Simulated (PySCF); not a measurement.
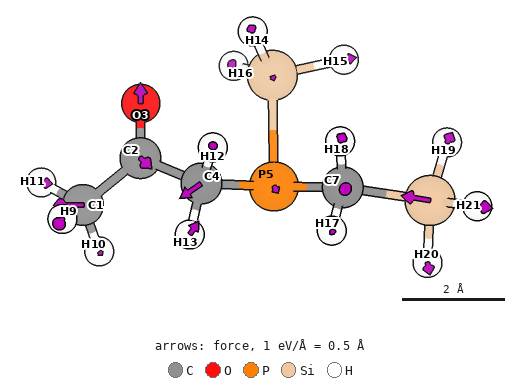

Starting geometry of C4H13OPSi2 with the computed forces as purple arrows. Style: ball-and-stick. Shown at a tilt.

The start comes from GFN2-xTB. Its atoms were then displaced at random by about 0.01 Å.

Theory: PBE0-D3(BJ)/def2-SVP geometry optimisation, gas phase (PySCF 2.14.0, density-fitted response routines). 

**Is this structure relaxed? If not, where do the atoms go?**

It isn't relaxed: the largest force vector, on a C atom, is 1.82 eV/Å. The final displacements have little in common with the starting forces (cosine between the two patterns 0.03). The energy falls by 5.56 kcal/mol in 20 geometry steps. The largest move after the best rigid fit is that of the O atom, 0.65 Å. Largest moves by element: O 0.65 Å, H 0.61 Å, C 0.30 Å, P 0.16 Å, Si 0.15 Å. Near-neighbour distances that change, for instance: O–Si 2.689 → 2.865 Å, H–Si 1.456 → 1.496 Å, C–C 1.469 → 1.502 Å, C–H 1.072 → 1.101 Å. Bond angles that change, for instance: P–Si–H 109.4° → 113.5°, C–C–P 107.5° → 111.5°, C–Si–H 105.8° → 109.7°. Groups turn about C–C by about 30°. The run took 3.7 min on 1 thread of AMD EPYC 9R45 96-Core Processor, with other jobs on the host.
